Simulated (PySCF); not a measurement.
Run report: C₄H₉PSSi₂, geometry relaxation (part 2 of 2)

C₄H₉PSSi₂, SMILES [SiH3]P[SiH2]c1cccs1; PBE0-D3(BJ)/def2-SVP geometry optimisation, gas phase (PySCF 2.14.0). It belongs to a series of runs on one base structure; here: H on Si replaced by 2-thienyl.

Geometry of the input (Å):
```
Si -2.7287  0.4350  -0.9296
P  -1.9572  -1.4011  0.0070
Si -0.5508  -0.6078  1.5304
C  1.0355  -0.1022  0.5925
C  1.3044  -0.3195  -0.7279
C  2.5719  0.1815  -1.0933
C  3.2389  0.7545  -0.0506
S  2.3209  0.7166  1.3917
H  -3.9909  0.0882  -1.5916
H  -3.0262  1.5301  0.0376
H  -1.7554  0.9138  -1.8859
H  -2.9838  -1.5526  0.9080
H  -1.0537  0.5583  2.2953
H  -0.2509  -1.6935  2.4825
H  0.6256  -0.8216  -1.3916
H  2.9809  0.1120  -2.0764
H  4.2030  1.2201  -0.0424
```

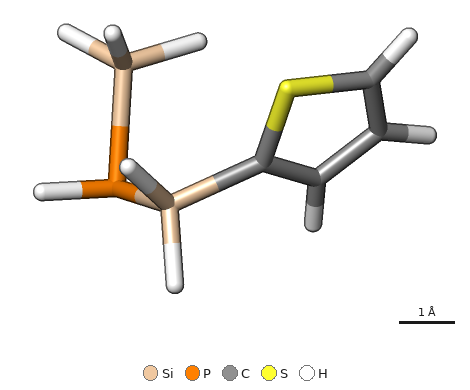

The geometry at step 14 of the log (stick view, seen at a tilt).

**Trajectory as extended XYZ, continued**
```
17
Properties=species:S:1:pos:R:3:forces:R:3 step=10 energy=-40141.39897
Si   -2.4546    0.3698   -0.7644    0.0065   0.0252  -0.0022
P    -2.1023   -1.7627   -0.0972   -0.0065  -0.0650  -0.0462
Si   -0.5160   -1.2412    1.4190    0.0047   0.0100   0.0018
C     0.8600   -0.5281    0.3819    0.0346  -0.0145  -0.0170
C     1.4550   -1.0696   -0.7417   -0.0141  -0.0463   0.0177
C     2.4403   -0.2296   -1.3232   -0.0552   0.0578   0.0416
C     2.5770    0.9550   -0.6416    0.0010  -0.0006  -0.0328
S     1.5134    1.0377    0.6967    0.0364   0.0084   0.0170
H    -3.8239    0.4492   -1.3571   -0.0031   0.0022   0.0028
H    -2.3403    1.3719    0.3411   -0.0065  -0.0019   0.0012
H    -1.4430    0.6866   -1.8130    0.0073   0.0030  -0.0043
H    -3.2007   -1.8336    0.8115   -0.0399   0.0241   0.0397
H    -0.9198   -0.2076    2.4206   -0.0330  -0.0014  -0.0106
H    -0.1198   -2.4851    2.1470    0.0394   0.0164  -0.0138
H     1.1785   -2.0467   -1.1428    0.0140  -0.0229   0.0014
H     3.0186   -0.4832   -2.2126    0.0049  -0.0026  -0.0013
H     3.2457    1.7846   -0.8681    0.0094   0.0081   0.0048
17
Properties=species:S:1:pos:R:3:forces:R:3 step=11 energy=-40141.40127
Si   -2.4342    0.3828   -0.7540    0.0103   0.0218   0.0078
P    -2.1219   -1.7593   -0.0934   -0.0134  -0.0575  -0.0400
Si   -0.5194   -1.2579    1.4148    0.0186   0.0035  -0.0131
C     0.8531   -0.5381    0.3762    0.0342  -0.0219   0.0109
C     1.4795   -1.0921   -0.7238   -0.0275  -0.0328   0.0040
C     2.4399   -0.2344   -1.3212   -0.0311   0.0226   0.0361
C     2.5313    0.9722   -0.6721   -0.0040   0.0145  -0.0286
S     1.4534    1.0556    0.6546    0.0227   0.0227   0.0077
H    -3.8079    0.4957   -1.3308   -0.0015  -0.0023  -0.0044
H    -2.2882    1.3773    0.3548   -0.0056  -0.0014  -0.0013
H    -1.4245    0.6814   -1.8098    0.0017   0.0025  -0.0051
H    -3.2194   -1.8077    0.8193   -0.0219   0.0266   0.0335
H    -0.9207   -0.2334    2.4265   -0.0225  -0.0017  -0.0074
H    -0.1083   -2.5066    2.1253    0.0230   0.0106  -0.0083
H     1.2441   -2.0907   -1.0974    0.0079  -0.0123  -0.0004
H     3.0365   -0.4943   -2.1967    0.0015   0.0009   0.0004
H     3.1747    1.8169   -0.9161    0.0074   0.0041   0.0083
17
Properties=species:S:1:pos:R:3:forces:R:3 step=12 energy=-40141.40377
Si   -2.3714    0.4082   -0.7344    0.0073   0.0008   0.0134
P    -2.1720   -1.7529   -0.0789   -0.0353  -0.0136  -0.0028
Si   -0.5255   -1.3058    1.4061    0.0222   0.0077  -0.0295
C     0.8363   -0.5626    0.3695    0.0036  -0.0093   0.0577
C     1.5347   -1.1363   -0.6745   -0.0001   0.0118  -0.0148
C     2.4309   -0.2390   -1.3131    0.0153  -0.0199  -0.0062
C     2.4049    1.0131   -0.7510   -0.0073   0.0058  -0.0074
S     1.2953    1.0922    0.5496    0.0090   0.0158  -0.0101
H    -3.7509    0.6062   -1.2732    0.0005  -0.0117  -0.0146
H    -2.1423    1.3871    0.3747   -0.0094  -0.0029  -0.0049
H    -1.3699    0.6513   -1.8127   -0.0094   0.0005  -0.0032
H    -3.2586   -1.7261    0.8521    0.0248   0.0210   0.0037
H    -0.9217   -0.3066    2.4442   -0.0039  -0.0086   0.0092
H    -0.0794   -2.5669    2.0701   -0.0094  -0.0054   0.0003
H     1.4011   -2.1766   -0.9790   -0.0044   0.0054   0.0000
H     3.0724   -0.5075   -2.1539   -0.0056   0.0062   0.0003
H     2.9842    1.8898   -1.0395    0.0022  -0.0035   0.0090
17
Properties=species:S:1:pos:R:3:forces:R:3 step=13 energy=-40141.40078
Si   -2.4247    0.3587   -0.7681    0.0193  -0.0261   0.0049
P    -2.1487   -1.7856   -0.0787   -0.0066   0.0292   0.0493
Si   -0.5171   -1.2703    1.4078    0.0059  -0.0074  -0.0183
C     0.8649   -0.5433    0.3872   -0.0469   0.0605   0.0437
C     1.4746   -1.0820   -0.7280    0.0453   0.0393  -0.0203
C     2.4212   -0.2083   -1.3265    0.0402  -0.0567  -0.0492
C     2.5237    0.9887   -0.6638    0.0086  -0.0112   0.0467
S     1.4745    1.0454    0.6877   -0.0667  -0.0041  -0.0406
H    -3.8015    0.4879   -1.3350    0.0062  -0.0084  -0.0084
H    -2.2611    1.3611    0.3308    0.0081  -0.0003   0.0015
H    -1.4174    0.6309   -1.8343   -0.0072   0.0000   0.0062
H    -3.2233   -1.7567    0.8690    0.0462  -0.0075  -0.0311
H    -0.9608   -0.2545    2.4102    0.0344  -0.0017   0.0132
H    -0.0615   -2.5024    2.1177   -0.0495  -0.0280   0.0158
H     1.2464   -2.0800   -1.1092   -0.0225   0.0234  -0.0087
H     3.0084   -0.4558   -2.2123   -0.0091   0.0061  -0.0028
H     3.1706    1.8338   -0.8985   -0.0056  -0.0072  -0.0019
17
Properties=species:S:1:pos:R:3:forces:R:3 step=14 energy=-40141.40375
Si   -2.4044    0.3824   -0.7537    0.0150  -0.0198   0.0073
P    -2.1660   -1.7691   -0.0749   -0.0162   0.0183   0.0319
Si   -0.5188   -1.2900    1.4051    0.0108   0.0013  -0.0239
C     0.8541   -0.5527    0.3795   -0.0282   0.0343   0.0496
C     1.5070   -1.1099   -0.7020    0.0241   0.0357  -0.0216
C     2.4278   -0.2226   -1.3200    0.0351  -0.0441  -0.0314
C     2.4678    1.0036   -0.7052    0.0015  -0.0028   0.0290
S     1.3906    1.0714    0.6234   -0.0449  -0.0046  -0.0313
H    -3.7848    0.5425   -1.3035    0.0052  -0.0089  -0.0095
H    -2.2060    1.3775    0.3462    0.0030  -0.0004   0.0006
H    -1.4042    0.6368   -1.8308   -0.0044   0.0002   0.0044
H    -3.2406   -1.7308    0.8715    0.0388  -0.0003  -0.0186
H    -0.9395   -0.2873    2.4303    0.0199  -0.0029   0.0093
H    -0.0643   -2.5387    2.0861   -0.0350  -0.0200   0.0105
H     1.3258   -2.1304   -1.0467   -0.0151   0.0155  -0.0055
H     3.0412   -0.4806   -2.1847   -0.0067   0.0046  -0.0018
H     3.0824    1.8653   -0.9644   -0.0029  -0.0060   0.0009
17
Properties=species:S:1:pos:R:3:forces:R:3 step=15 energy=-40141.40522
Si   -2.3954    0.3871   -0.7517    0.0069  -0.0059  -0.0013
P    -2.1645   -1.7624   -0.0708   -0.0183  -0.0027   0.0078
Si   -0.5182   -1.2934    1.4091    0.0068   0.0068  -0.0116
C     0.8485   -0.5525    0.3782    0.0023   0.0019   0.0215
C     1.5080   -1.1124   -0.6985   -0.0035   0.0152  -0.0130
C     2.4269   -0.2260   -1.3197    0.0135  -0.0148  -0.0039
C     2.4575    1.0042   -0.7117   -0.0054   0.0056   0.0030
S     1.3715    1.0773    0.6091   -0.0097  -0.0058  -0.0057
H    -3.7739    0.5482   -1.3058    0.0022  -0.0033  -0.0049
H    -2.1947    1.3847    0.3455   -0.0020  -0.0006   0.0012
H    -1.3940    0.6364   -1.8285    0.0007  -0.0002   0.0028
H    -3.2412   -1.7283    0.8711    0.0147   0.0061  -0.0020
H    -0.9225   -0.2925    2.4426    0.0000  -0.0031   0.0033
H    -0.0781   -2.5511    2.0840   -0.0044  -0.0022   0.0006
H     1.3284   -2.1343   -1.0395   -0.0011   0.0038   0.0010
H     3.0427   -0.4853   -2.1822   -0.0006   0.0002   0.0013
H     3.0672    1.8680   -0.9751   -0.0022  -0.0010   0.0000
17
Properties=species:S:1:pos:R:3:forces:R:3 step=16 energy=-40141.40564
Si   -2.3790    0.3889   -0.7511    0.0018  -0.0038  -0.0024
P    -2.1761   -1.7601   -0.0608   -0.0130  -0.0002   0.0030
Si   -0.5180   -1.3041    1.4104    0.0034   0.0034  -0.0075
C     0.8441   -0.5569    0.3782    0.0066  -0.0010   0.0089
C     1.5147   -1.1175   -0.6914   -0.0014   0.0036  -0.0060
C     2.4223   -0.2245   -1.3193    0.0001  -0.0032  -0.0020
C     2.4310    1.0130   -0.7252   -0.0008   0.0026   0.0026
S     1.3405    1.0834    0.5919   -0.0016  -0.0008  -0.0014
H    -3.7561    0.5644   -1.3046    0.0012  -0.0016  -0.0042
H    -2.1646    1.3886    0.3416   -0.0044  -0.0007   0.0000
H    -1.3762    0.6208   -1.8304    0.0020  -0.0006   0.0021
H    -3.2470   -1.7044    0.8861    0.0063   0.0045   0.0016
H    -0.9153   -0.3106    2.4536   -0.0012  -0.0025   0.0024
H    -0.0759   -2.5678    2.0727    0.0006   0.0006  -0.0004
H     1.3513   -2.1454   -1.0222    0.0010   0.0004   0.0021
H     3.0447   -0.4836   -2.1771    0.0001  -0.0005   0.0009
H     3.0278    1.8834   -0.9962   -0.0008  -0.0001   0.0001
17
Properties=species:S:1:pos:R:3:forces:R:3 step=17 energy=-40141.40581
Si   -2.3645    0.3860   -0.7550   -0.0028  -0.0026  -0.0040
P    -2.1904   -1.7588   -0.0449   -0.0040   0.0053   0.0004
Si   -0.5159   -1.3145    1.4128   -0.0011  -0.0009  -0.0016
C     0.8417   -0.5606    0.3801    0.0056  -0.0019  -0.0044
C     1.5178   -1.1188   -0.6874   -0.0020  -0.0023   0.0006
C     2.4149   -0.2191   -1.3207   -0.0039   0.0044   0.0008
C     2.4091    1.0218   -0.7333    0.0013  -0.0001   0.0014
S     1.3186    1.0867    0.5839    0.0027   0.0000   0.0028
H    -3.7378    0.5712   -1.3149    0.0009   0.0001  -0.0021
H    -2.1427    1.3928    0.3295   -0.0054  -0.0002  -0.0003
H    -1.3565    0.5967   -1.8338    0.0036  -0.0010   0.0022
H    -3.2517   -1.6735    0.9100   -0.0002   0.0002   0.0031
H    -0.9062   -0.3299    2.4672   -0.0005  -0.0002   0.0009
H    -0.0705   -2.5841    2.0614    0.0031   0.0020  -0.0009
H     1.3662   -2.1502   -1.0126    0.0015  -0.0022   0.0018
H     3.0398   -0.4756   -2.1773    0.0013  -0.0015   0.0004
H     2.9962    1.8974   -1.0088   -0.0002   0.0009  -0.0011
```

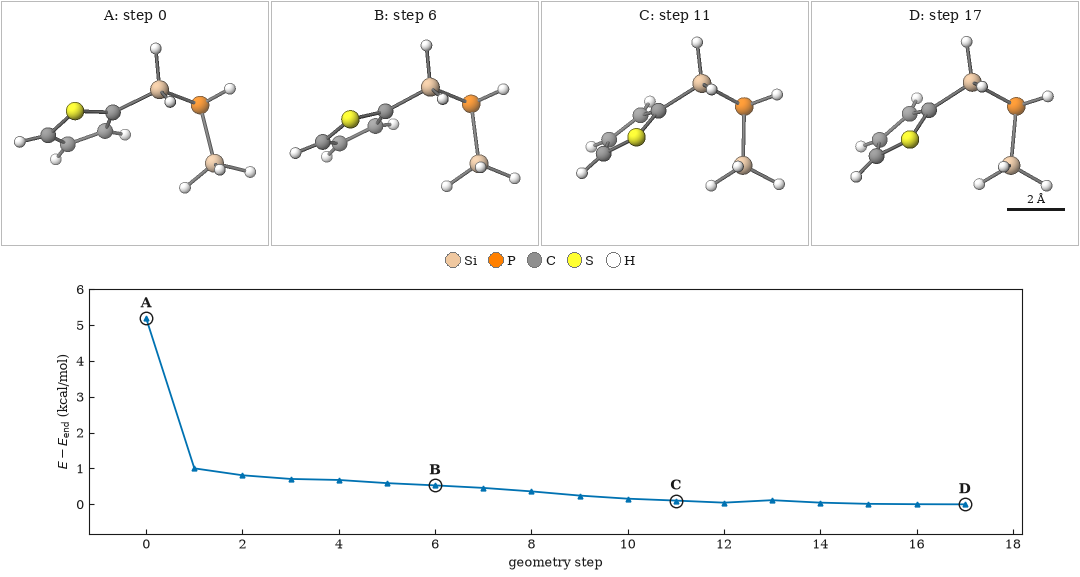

Frames of the relaxation (ball-and-stick view, seen at a tilt) above the curves, on which the letters mark them (steps are counted from 0).

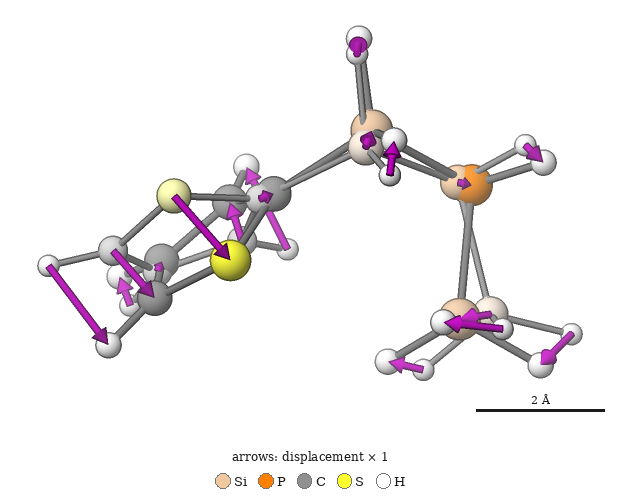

Start (faint) and end (solid) with the displacements as pink arrows, at true length (ball-and-stick view, seen at a tilt). The two geometries are laid on each other by the best rigid fit. After 17 geometry steps the energy has fallen by 5.19 kcal/mol. Largest force component: 1.4 eV/Å at the start, 0.0056 eV/Å at the end. The largest move after the best rigid fit is that of H17, 1.57 Å. Largest moves by element: H 1.57 Å, S 1.35 Å, C 0.99 Å, Si 0.56 Å, P 0.23 Å. Among the contacts that change: Si1–P2 2.201 → 2.266 Å, P2–H12 1.374 → 1.430 Å, Si3–C4 1.911 → 1.865 Å, Si1–H11 1.446 → 1.491 Å. Among the angles that change: Si1–P2–Si3 102.5° → 94.2°, Si3–P2–H12 93.6° → 96.2°, C5–C4–S8 112.2° → 110.0°. (Atoms are counted from 1 in the order of the input.)

**Results in brief**

```tsv
quantity	value
outcome	converged
total energy	−1475.169467 hartree
dipole moment	0.98 D
point group	C1
wall time	8.8 min
peak memory	0.78 GiB
```
